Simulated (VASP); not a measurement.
# PIr2: structure and properties in VASP, part 3 of 6

Wanted: the relaxed cell of PIr2 and its properties. The start is a cell from a database of measured crystal structures.

VASP 6.6.1; r2SCAN with rVV10; plane waves and PAW (P, Ir).

Still holding for the runs below: This run has no spin polarisation. Its electron count is odd, so without a moment it is a metal by construction.

So far. Step 3 (Density, ELF and potential (r2SCAN + rVV10)): In this run the pressure is 0.00 GPa, small enough to go on. Step 4 (Band structure (r2SCAN + rVV10)): There is no gap at this level.

The database entry behind the starting cell differs from later determinations by our own check (0.1 to 0.3 % short, probably kX units), so it need not match the best structure at ambient conditions.

## Step 5: Total and projected DOS (r2SCAN + rVV10)

Here the states are counted by energy and projected on the atoms. The mesh is finer than in the run before.

INCAR reads:

```
SYSTEM = PIr2
PREC = Accurate
ENCUT = 400
EDIFF = 1E-06
NELM = 100
ISMEAR = -5
SIGMA = 0.05
LREAL = .FALSE.
ALGO = Normal
METAGGA = R2SCAN
LUSE_VDW = .TRUE.
IVDW_NL = 2
BPARAM = 11.95
CPARAM = 0.0093
LASPH = .TRUE.
NBANDS = 24
LORBIT = 11
LWAVE = .FALSE.
LCHARG = .FALSE.
KPAR = 2
NEDOS = 2001
```

POSCAR reads:

```
PIr2
1.0
    0.0000000000      2.7742065316      2.7742065316
    2.7742065316      0.0000000000      2.7742065316
    2.7742065316      2.7742065316      0.0000000000
P Ir
1 2
Direct
    0.0000000000      0.0000000000      0.0000000000
    0.2500000000      0.2500000000      0.2500000000
    0.7500000000      0.7500000000      0.7500000000
```

KPOINTS reads:

```
Automatic mesh
0
Gamma
10 10 10
0 0 0
```

The projector-augmented-wave data sets are P and Ir (PBE family, release 64).

The run is started by

```bash
$ mpirun -np 2 vasp_std
```

What it wrote:

```text
[... set-up lines as in an earlier step ...]
 entering main loop
       N       E                     dE             d eps       ncg     rms          rms(c)
Total rVV10 correction in eV:      0.3739198    30.3482851
Total rVV10 correction in eV:      0.3739198    30.3482851
DAV:   1     0.612885166982E+02    0.61289E+02   -0.87175E+03  2256   0.747E+02
DAV:   2    -0.113870689439E+03   -0.17516E+03   -0.15910E+03  2400   0.239E+02
DAV:   3    -0.120249042681E+03   -0.63784E+01   -0.63062E+01  2888   0.515E+01
DAV:   4    -0.120344110928E+03   -0.95068E-01   -0.95039E-01  2648   0.612E+00
DAV:   5    -0.120346643638E+03   -0.25327E-02   -0.25322E-02  2904   0.101E+00    0.254E+01
Total rVV10 correction in eV:      0.3514662    30.3482853
Total rVV10 correction in eV:      0.3514662    30.3482853
DAV:   6    -0.114833719483E+03    0.55129E+01   -0.28366E+00  3040   0.179E+01    0.964E+00
Total rVV10 correction in eV:      0.3512483    30.3482853
Total rVV10 correction in eV:      0.3512483    30.3482853
DAV:   7    -0.114789856125E+03    0.43863E-01   -0.16767E-01  2800   0.383E+00    0.575E+00
Total rVV10 correction in eV:      0.3486316    30.3482853
Total rVV10 correction in eV:      0.3486316    30.3482853
DAV:   8    -0.114774406102E+03    0.15450E-01   -0.23389E-02  2432   0.966E-01    0.572E-01
Total rVV10 correction in eV:      0.3483921    30.3482853
Total rVV10 correction in eV:      0.3483921    30.3482853
DAV:   9    -0.114773576843E+03    0.82926E-03   -0.19646E-03  3216   0.450E-01    0.324E-01
Total rVV10 correction in eV:      0.3482886    30.3482853
Total rVV10 correction in eV:      0.3482886    30.3482853
DAV:  10    -0.114773687706E+03   -0.11086E-03   -0.38802E-04  2552   0.142E-01    0.131E-01
Total rVV10 correction in eV:      0.3483249    30.3482853
Total rVV10 correction in eV:      0.3483249    30.3482853
DAV:  11    -0.114773672107E+03    0.15599E-04   -0.17960E-05  2936   0.310E-02    0.173E-02
Total rVV10 correction in eV:      0.3483303    30.3482853
Total rVV10 correction in eV:      0.3483303    30.3482853
DAV:  12    -0.114773670455E+03    0.16517E-05   -0.53668E-07  1776   0.589E-03    0.814E-03
Total rVV10 correction in eV:      0.3483326    30.3482853
Total rVV10 correction in eV:      0.3483326    30.3482853
DAV:  13    -0.114773670365E+03    0.90344E-07   -0.12135E-07  1536   0.291E-03
Total rVV10 correction in eV:      0.3483336    30.3482853
Total rVV10 correction in eV:      0.3483336    30.3482853
Total rVV10 correction in eV:      0.3483340    30.3482853
Total rVV10 correction in eV:      0.3483340    30.3482853
   1 F= -.11477367E+03 E0= -.11477367E+03  d E =0.000000E+00
 -----------------------------------------------------------------------------
|                                                                             |
|           W    W    AA    RRRRR   N    N  II  N    N   GGGG   !!!           |
|           W    W   A  A   R    R  NN   N  II  NN   N  G    G  !!!           |
|           W    W  A    A  R    R  N N  N  II  N N  N  G       !!!           |
|           W WW W  AAAAAA  RRRRR   N  N N  II  N  N N  G  GGG   !            |
|           WW  WW  A    A  R   R   N   NN  II  N   NN  G    G                |
|           W    W  A    A  R    R  N    N  II  N    N   GGGG   !!!           |
|                                                                             |
|     Tetrahedron method does not include variations of the Fermi             |
|     occupations, so forces and stress will be inaccurate. We suggest        |
|     using a different smearing scheme ISMEAR = 1 or 2 for metals in         |
|     relaxations.                                                            |
|                                                                             |
 -----------------------------------------------------------------------------
```

Run time: 2.2 min. Hardware: 2 MPI ranks of AMD EPYC 7R43, shared host; peak memory 0.48 GiB.

OUTCAR, selected parts (step 5):

```text
   k-points           NKPTS =     47   k-points in BZ     NKDIM =     47   number of bands    NBANDS=     24

   NELECT =      23.0000    total number of electrons

 E-fermi :   9.6683

 k-point     1 :       0.0000    0.0000    0.0000
  band No.  band energies     occupation
    ...
      5       3.6023      2.00000
      6       3.6023      2.00000
      7       9.0612      2.00000
      8       9.0612      2.00000
      9       9.0612      2.00000
     10      10.4977      0.00000
     11      11.4287      0.00000
     12      11.4287      0.00000
     13      14.3331      0.00000
     14      14.3331      0.00000
    ...

  Total        0.0492509      0.0492509      0.0492509     -0.0000000     -0.0000000      0.0000000
  in kB        1.8478999      1.8478999      1.8478999     -0.0000000     -0.0000000      0.0000000
  external PRESSURE =       1.8478999 kB  Pullay stress =       0.0000000 kB

 POSITION                                       TOTAL-FORCE (eV/Angst)
 -----------------------------------------------------------------------------------
      0.00000      0.00000      0.00000         0.000000      0.000000      0.000000
      1.38710      1.38710      1.38710         0.000000      0.000000     -0.000000
      4.16131      4.16131      4.16131        -0.000000     -0.000000      0.000000
 -----------------------------------------------------------------------------------
    total drift:                                0.000000      0.000000     -0.000000

  FREE ENERGIE OF THE ION-ELECTRON SYSTEM (eV)
  ---------------------------------------------------
  free  energy   TOTEN  =      -114.7736703649 eV

  energy  without entropy=     -114.7736703649  energy(sigma->0) =     -114.77367036

[... 6 parts as in an earlier step ...]

[... 10 further parts left out ...]
```

With tetrahedra the forces and stress of a metal are not exact derivatives of the energy.

This step gave:

```
irreducible k-points   : 47
free energy (TOTEN)    : -114.7737 eV
Fermi energy           : 9.668 eV
pressure               : 0.1848 GPa
DOS at the Fermi level : 0.8709 states/eV/cell
```

The density of states has structure finer than the step of the table below, so its rows give means over 1 eV, whole bins alone (the curve runs from -12.0 to 5.21 eV). Peaks (eV: height): total -4.7: 5.63, -2.4: 5.96, -2.0: 4.21, -1.2: 4.23; Ir d -4.7: 3.84, -2.4: 4.92, -2.0: 3.56, -1.2: 3.34; Ir p -7.0: 0.314, -4.7: 0.485, -4.1: 0.346, -1.1: 0.302; P p -8.1: 0.583, -7.0: 0.789, 2.0: 0.297, 4.1: 0.294; Ir s -8.0: 0.892, -7.0: 0.323, -2.5: 0.135, 2.7: 0.254.

States under -12.0 eV and over 5.2 eV are left out. Density of states against energy, zero at the Fermi level; means over each step; values in states/eV/cell:

```
energy (eV)  total   Ir d    Ir p     P p    Ir s      P s
        -10      0      0       0       0       0        0
         -9  0.558  0.163  0.0139  0.0927   0.162  0.00525
         -8   1.65  0.497  0.0993   0.287   0.368   0.0127
         -7   2.49   1.10   0.191   0.505   0.204  0.00107
         -6   1.59  0.899   0.117   0.273  0.0304   4.8e-4
         -5   2.72   2.04   0.169  0.0428  0.0149  0.00693
         -4   2.25   1.65   0.180  0.0742  0.0429  0.00217
         -3   2.63   2.15  0.0827  0.0398  0.0559  0.00220
         -2   3.34   2.77   0.121  0.0380  0.0732   1.0e-3
         -1   3.06   2.45   0.206  0.0295  0.0514   0.0202
          0   1.07  0.764   0.128  0.0226  0.0258  0.00971
          1  0.486  0.284  0.0716  0.0134  0.0264   0.0209
          2   1.97   1.37  0.0740   0.156   0.115   0.0553
          3   1.60  0.856   0.137   0.171   0.121   0.0813
          4   1.02  0.377   0.136   0.209  0.0351   0.0346
```

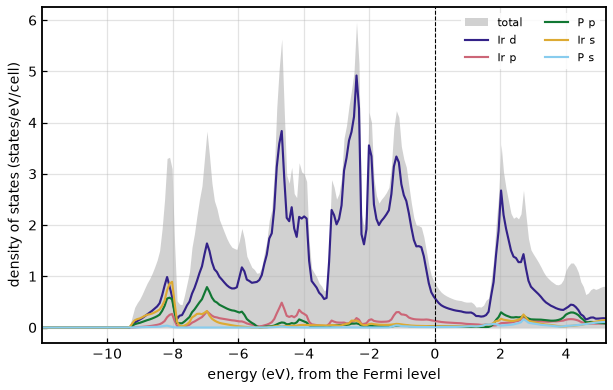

Density of states against energy.

The finer mesh and the other smearing move the Fermi level by +0.17 eV from the 7×7×7 run, one measure of the sampling error in the zero of the bands above. Of the states within 0.3 eV of the Fermi level, the largest shares in the PAW spheres are Ir d 68 % and Ir p 14 %. The rest lies in smaller channels or between the spheres.

## Step 6: Volume scan with r2SCAN + rVV10

An equation of state needs energies on both sides of the minimum, all on one mesh and cutoff.

INCAR: that of step 5 with these lines changed.

```diff
@@ -5,3 +5,3 @@
 NELM = 100
-ISMEAR = -5
+ISMEAR = 0
 SIGMA = 0.05
@@ -15,3 +15,3 @@
 LASPH = .TRUE.
-NBANDS = 24
+NBANDS = 17
 LORBIT = 11
@@ -20,2 +20,2 @@
 KPAR = 2
-NEDOS = 2001
+ISIF = 2
```

POSCAR reads:

```
PIr2
1.0
    0.0000000000      2.7175741811      2.7175741811
    2.7175741811      0.0000000000      2.7175741811
    2.7175741811      2.7175741811      0.0000000000
P Ir
1 2
Direct
    0.0000000000      0.0000000000      0.0000000000
    0.2500000000      0.2500000000      0.2500000000
    0.7500000000      0.7500000000      0.7500000000
```

KPOINTS reads:

```
Automatic mesh
0
Gamma
7 7 7
0 0 0
```

The run is started by

```bash
$ mpirun -np 2 vasp_std
```

What it wrote:

```text
[... set-up lines as in an earlier step ...]
 entering main loop
       N       E                     dE             d eps       ncg     rms          rms(c)
Total rVV10 correction in eV:      0.3499966    30.3482851
Total rVV10 correction in eV:      0.3499966    30.3482851
DAV:   1     0.743758834460E+02    0.74376E+02   -0.90666E+03   680   0.106E+03
DAV:   2    -0.111449623326E+03   -0.18583E+03   -0.17697E+03   681   0.335E+02
DAV:   3    -0.119893813691E+03   -0.84442E+01   -0.83140E+01   920   0.745E+01
DAV:   4    -0.120032104537E+03   -0.13829E+00   -0.13805E+00   857   0.948E+00
DAV:   5    -0.120034990446E+03   -0.28859E-02   -0.28851E-02   924   0.129E+00    0.298E+01
Total rVV10 correction in eV:      0.3293342    30.3482849
Total rVV10 correction in eV:      0.3293342    30.3482849
DAV:   6    -0.114697672833E+03    0.53373E+01   -0.44702E+00   909   0.246E+01    0.115E+01
Total rVV10 correction in eV:      0.3287186    30.3482849
Total rVV10 correction in eV:      0.3287186    30.3482849
DAV:   7    -0.114637233295E+03    0.60440E-01   -0.18386E-01   844   0.446E+00    0.623E+00
Total rVV10 correction in eV:      0.3262611    30.3482849
Total rVV10 correction in eV:      0.3262611    30.3482849
DAV:   8    -0.114617431066E+03    0.19802E-01   -0.19974E-02   761   0.119E+00    0.519E-01
Total rVV10 correction in eV:      0.3259797    30.3482849
Total rVV10 correction in eV:      0.3259797    30.3482849
DAV:   9    -0.114616920292E+03    0.51077E-03   -0.25315E-03   976   0.578E-01    0.277E-01
Total rVV10 correction in eV:      0.3257833    30.3482849
Total rVV10 correction in eV:      0.3257833    30.3482849
DAV:  10    -0.114617015166E+03   -0.94874E-04   -0.32798E-04   813   0.198E-01    0.104E-01
Total rVV10 correction in eV:      0.3258496    30.3482849
Total rVV10 correction in eV:      0.3258496    30.3482849
DAV:  11    -0.114616998942E+03    0.16224E-04   -0.13025E-05   886   0.407E-02    0.151E-02
Total rVV10 correction in eV:      0.3258848    30.3482849
Total rVV10 correction in eV:      0.3258848    30.3482849
DAV:  12    -0.114616996289E+03    0.26530E-05   -0.17205E-06   658   0.123E-02    0.111E-02
Total rVV10 correction in eV:      0.3258762    30.3482849
Total rVV10 correction in eV:      0.3258762    30.3482849
DAV:  13    -0.114616996591E+03   -0.30190E-06   -0.46054E-07   458   0.946E-03
Total rVV10 correction in eV:      0.3258733    30.3482849
Total rVV10 correction in eV:      0.3258733    30.3482849
Total rVV10 correction in eV:      0.3258754    30.3482849
Total rVV10 correction in eV:      0.3258754    30.3482849
   1 F= -.11461700E+03 E0= -.11461624E+03  d E =-.152237E-02
```

It took 61 s on 2 MPI ranks; peak memory 0.46 GiB; 1.9 min of CPU time.

Parts of OUTCAR (step 6):

```text
   ENCUT  =  400.0 eV  29.40 Ry    5.42 a.u.   6.27  6.27  6.27*2*pi/ulx,y,z

   NELECT =      23.0000    total number of electrons

 E-fermi :  10.4852

 k-point     1 :       0.0000    0.0000    0.0000
  band No.  band energies     occupation
    ...
      5       3.9987      2.00000
      6       3.9987      2.00000
      7       9.9975      2.00000
      8       9.9975      2.00000
      9       9.9975      2.00000
     10      11.6616      0.00000
     11      12.6120      0.00000
     12      12.6120      0.00000
     13      15.6557      0.00000
     14      15.6557      0.00000
    ...

  Total        5.5605611      5.5605611      5.5605611      0.0000000     -0.0000000      0.0000000
  in kB      221.9499143    221.9499143    221.9499143      0.0000000     -0.0000000      0.0000000
  external PRESSURE =     221.9499143 kB  Pullay stress =       0.0000000 kB

 POSITION                                       TOTAL-FORCE (eV/Angst)
 -----------------------------------------------------------------------------------
      0.00000      0.00000      0.00000         0.000000      0.000000     -0.000000
      1.35879      1.35879      1.35879         0.000000     -0.000000      0.000000
      4.07636      4.07636      4.07636        -0.000000      0.000000     -0.000000
 -----------------------------------------------------------------------------------
    total drift:                                0.000000      0.000000     -0.000000

  FREE ENERGIE OF THE ION-ELECTRON SYSTEM (eV)
  ---------------------------------------------------
  free  energy   TOTEN  =      -114.6169965907 eV

  energy  without entropy=     -114.6154742162  energy(sigma->0) =     -114.61623540

[... 4 parts as in an earlier step ...]

[... 12 further parts left out ...]
```

The scan keeps the cell's shape and the fractional positions fixed.

This step gave:

```
bands                   : 17
irreducible k-points    : 20
free energy (TOTEN)     : -114.6170 eV
energy at zero smearing : -114.6162 eV
Fermi energy            : 10.49 eV
pressure                : 22.19 GPa
```

The pressure here is 22.19 GPa.

## Step 7: Volume scan with r2SCAN + rVV10 (run 2)

INCAR is that of step 6.

POSCAR reads:

```
PIr2
1.0
    0.0000000000      2.7367126580      2.7367126580
    2.7367126580      0.0000000000      2.7367126580
    2.7367126580      2.7367126580      0.0000000000
P Ir
1 2
Direct
    0.0000000000      0.0000000000      0.0000000000
    0.2500000000      0.2500000000      0.2500000000
    0.7500000000      0.7500000000      0.7500000000
```

KPOINTS is that of step 6.

The run is started by

```bash
$ mpirun -np 2 vasp_std
```

What it wrote:

```text
[... set-up lines as in an earlier step ...]
 entering main loop
       N       E                     dE             d eps       ncg     rms          rms(c)
Total rVV10 correction in eV:      0.3580648    30.3482851
Total rVV10 correction in eV:      0.3580648    30.3482851
DAV:   1     0.738460273065E+02    0.73846E+02   -0.91928E+03   680   0.106E+03
DAV:   2    -0.111701364092E+03   -0.18555E+03   -0.17730E+03   680   0.334E+02
DAV:   3    -0.120055246418E+03   -0.83539E+01   -0.81926E+01   878   0.743E+01
DAV:   4    -0.120185483501E+03   -0.13024E+00   -0.12998E+00   846   0.923E+00
DAV:   5    -0.120188382409E+03   -0.28989E-02   -0.28983E-02   950   0.131E+00    0.282E+01
Total rVV10 correction in eV:      0.3366990    30.3482850
Total rVV10 correction in eV:      0.3366990    30.3482850
DAV:   6    -0.114785266022E+03    0.54031E+01   -0.46500E+00   890   0.249E+01    0.108E+01
Total rVV10 correction in eV:      0.3362431    30.3482850
Total rVV10 correction in eV:      0.3362431    30.3482850
DAV:   7    -0.114731869624E+03    0.53396E-01   -0.19219E-01   806   0.464E+00    0.602E+00
Total rVV10 correction in eV:      0.3336043    30.3482850
Total rVV10 correction in eV:      0.3336043    30.3482850
DAV:   8    -0.114713230349E+03    0.18639E-01   -0.21083E-02   735   0.125E+00    0.514E-01
Total rVV10 correction in eV:      0.3333289    30.3482850
Total rVV10 correction in eV:      0.3333289    30.3482850
DAV:   9    -0.114712694508E+03    0.53584E-03   -0.27799E-03   976   0.610E-01    0.287E-01
Total rVV10 correction in eV:      0.3331647    30.3482850
Total rVV10 correction in eV:      0.3331647    30.3482850
DAV:  10    -0.114712810168E+03   -0.11566E-03   -0.29977E-04   811   0.180E-01    0.117E-01
Total rVV10 correction in eV:      0.3332132    30.3482850
Total rVV10 correction in eV:      0.3332132    30.3482850
DAV:  11    -0.114712794149E+03    0.16019E-04   -0.90201E-06   906   0.272E-02    0.110E-02
Total rVV10 correction in eV:      0.3332391    30.3482850
Total rVV10 correction in eV:      0.3332391    30.3482850
DAV:  12    -0.114712791407E+03    0.27423E-05   -0.68004E-07   567   0.665E-03    0.929E-03
Total rVV10 correction in eV:      0.3332346    30.3482850
Total rVV10 correction in eV:      0.3332346    30.3482850
DAV:  13    -0.114712791633E+03   -0.22618E-06   -0.13162E-07   447   0.441E-03
Total rVV10 correction in eV:      0.3332321    30.3482850
Total rVV10 correction in eV:      0.3332321    30.3482850
Total rVV10 correction in eV:      0.3332338    30.3482850
Total rVV10 correction in eV:      0.3332338    30.3482850
   1 F= -.11471279E+03 E0= -.11471186E+03  d E =-.187284E-02
```

Wall time 60 s (2 MPI ranks); peak memory 0.45 GiB; 1.9 min of CPU time.

From OUTCAR (step 7):

```text
   ENCUT  =  400.0 eV  29.40 Ry    5.42 a.u.   6.31  6.31  6.31*2*pi/ulx,y,z

   NELECT =      23.0000    total number of electrons

 E-fermi :  10.1433

 k-point     1 :       0.0000    0.0000    0.0000
  band No.  band energies     occupation
    ...
      5       3.8581      2.00000
      6       3.8581      2.00000
      7       9.6667      2.00000
      8       9.6667      2.00000
      9       9.6667      2.00000
     10      11.2624      0.00000
     11      12.1936      0.00000
     12      12.1936      0.00000
     13      15.1958      0.00000
     14      15.1958      0.00000
    ...

  Total        3.5565938      3.5565938      3.5565938      0.0000000     -0.0000000      0.0000000
  in kB      139.0039862    139.0039862    139.0039862      0.0000000     -0.0000000      0.0000000
  external PRESSURE =     139.0039862 kB  Pullay stress =       0.0000000 kB

 POSITION                                       TOTAL-FORCE (eV/Angst)
 -----------------------------------------------------------------------------------
      0.00000      0.00000      0.00000         0.000000      0.000000     -0.000000
      1.36836      1.36836      1.36836        -0.000000     -0.000000     -0.000000
      4.10507      4.10507      4.10507         0.000000      0.000000      0.000000
 -----------------------------------------------------------------------------------
    total drift:                                0.000000      0.000000      0.000000

  FREE ENERGIE OF THE ION-ELECTRON SYSTEM (eV)
  ---------------------------------------------------
  free  energy   TOTEN  =      -114.7127916333 eV

  energy  without entropy=     -114.7109187966  energy(sigma->0) =     -114.71185521

[... 4 parts as in an earlier step ...]

[... 12 further parts left out ...]
```

Numbers from this step:

- free energy (TOTEN): -114.7128 eV
- energy at zero smearing: -114.7119 eV
- Fermi energy: 10.14 eV
- pressure: 13.90 GPa

The pressure falls from 22.19 to 13.90 GPa.

The run ends at a pressure of 13.90 GPa.

[end of part 3 of 6]

[Lines on the potential files, build, host, timing and source positions are cut from VASP's logs without a mark.]

[Logs are printed without paths, hosts, clocks, repeated set-up lines and the standing remarks that a program may print on its own settings, such as how far it seeks lower states.]

[Hosts, paths, dates, database ids (printed as entryN), source tags and the programs' standing remarks are cut or masked in the printed files.]

[A measured line is paired with the nearest computed mode of its activity, which favours agreement.]
